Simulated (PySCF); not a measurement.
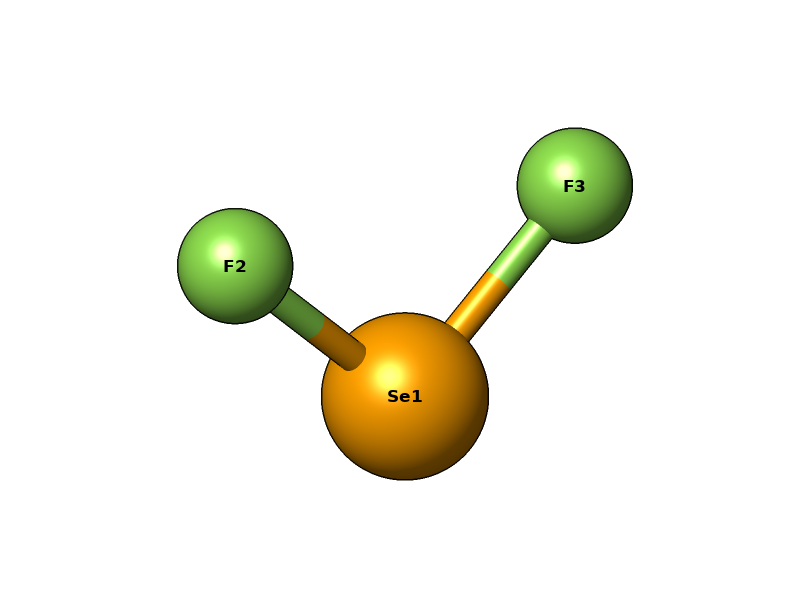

Every bond is drawn as one stick. The computed structure is the end point of a PBE0/def2-TZVP optimisation. Computed with PBE0/def2-TZVP (PySCF 2.14.0).

List the Mayer bond orders of Se1–F2 (one bond of each equivalent set).

```
  bond  Mayer order  length (Å)
Se1–F2         0.97       1.730
```
